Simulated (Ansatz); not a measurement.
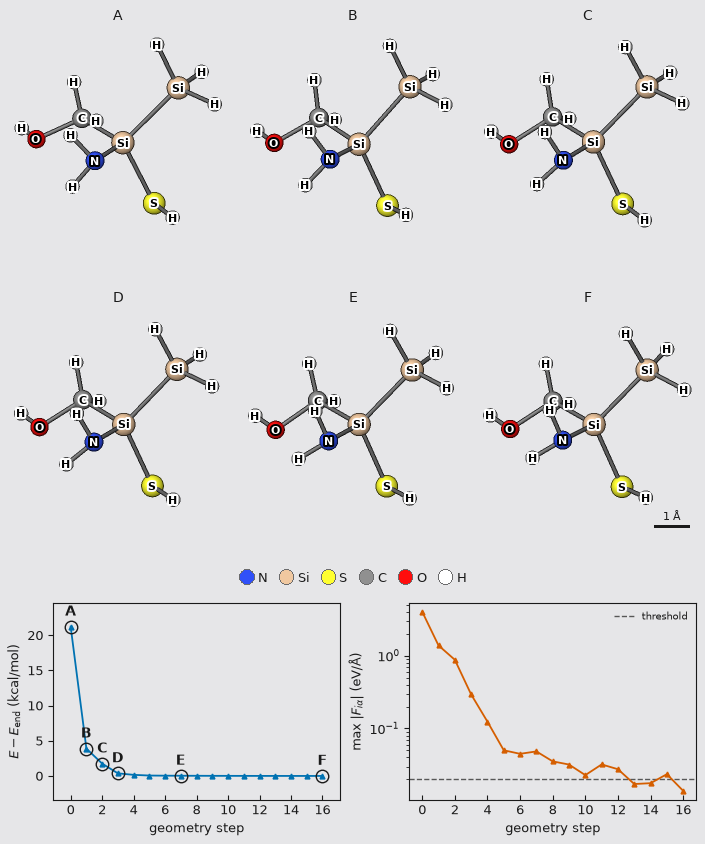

Frames of a relaxation of CH₉NOSSi₂, marked on the history of the run. Style: ball-and-stick. Shown at a tilt.

The run prepares the start of a later molecular dynamics calculation, from a guessed geometry.

Level of theory: Ansatz 0.2.0, RKS B3LYP-D4/STO-3G.

The input:
```yaml
crystal:
  periodic: [false, false, false]
  atoms:
    - { symbol: "N", position_ang: [-1.487, -0.4693, 1.0823] }
    - { symbol: Si, position_ang: [-0.1974, -0.4083, 0.0] }
    - { symbol: Si, position_ang: [1.8351, -0.791, 0.9826] }
    - { symbol: S, position_ang: [-0.6128, -1.9288, -1.4171] }
    - { symbol: C, position_ang: [-0.0964, 1.2497, -0.9104] }
    - { symbol: O, position_ang: [-1.3588, 1.9031, -1.1706] }
    - { symbol: H, position_ang: [-1.5094, 0.4357, 1.6247] }
    - { symbol: H, position_ang: [-2.3347, -0.3286, 0.4844] }
    - { symbol: H, position_ang: [2.9529, -0.7035, 0.0184] }
    - { symbol: H, position_ang: [2.1381, 0.2594, 2.0404] }
    - { symbol: H, position_ang: [1.9034, -2.1262, 1.6763] }
    - { symbol: H, position_ang: [-0.901, -2.8921, -0.4912] }
    - { symbol: H, position_ang: [0.4286, 1.9887, -0.3004] }
    - { symbol: H, position_ang: [0.4023, 1.1398, -1.8271] }
    - { symbol: H, position_ang: [-1.1848, 2.6205, -1.7627] }
basis:
  gaussian: { orbitals: STO-3G }
hamiltonian:
  xc: b3lyp
  dispersion: d4
relax:
  f_tol: 0.02
  max_steps: 40
scf:
  lower_state_search: "off"
```

Command:
```bash
ansatz run input.yaml --threads 1 --pin off --max-ram 2048MiB --backend cpu --events-out ev --progress --plain --runs-dir out
```

Q: Describe the path.

A: The atom that moves furthest after the best rigid fit is H8 (0.43 Å). Largest moves by element: H 0.43 Å, O 0.26 Å, S 0.13 Å, C 0.12 Å, N 0.10 Å, Si 0.09 Å. Among the contacts that change: N1–Si2 1.685 → 1.788 Å, O6–H15 0.946 → 1.028 Å, Si3–H10 1.521 → 1.446 Å, C5–H14 1.049 → 1.113 Å. Among the angles between lasting bonds that change: Si2–C5–O6 115.8° → 106.2°, O6–C5–H13 102.4° → 111.3°, N1–Si2–Si3 113.4° → 108.0°. The energy falls by 21.2 kcal/mol in 16 geometry steps. Largest force component: 4 eV/Å at the start, 0.014 eV/Å at the end. From step 0 to 1: H7 moves most (0.19 Å), energy −17.3 kcal/mol. From step 1 to 2: H12 moves most (0.19 Å), energy −2.13 kcal/mol. From step 2 to 3: H12 moves most (0.09 Å), energy −1.38 kcal/mol. From step 3 to 7: H8 moves most (0.18 Å), energy −0.34 kcal/mol. From step 7 to 16: H10 moves most (0.17 Å), energy −0.03 kcal/mol.

Limits of the set-up: STO-3G is a minimal basis, so the numbers are rough.
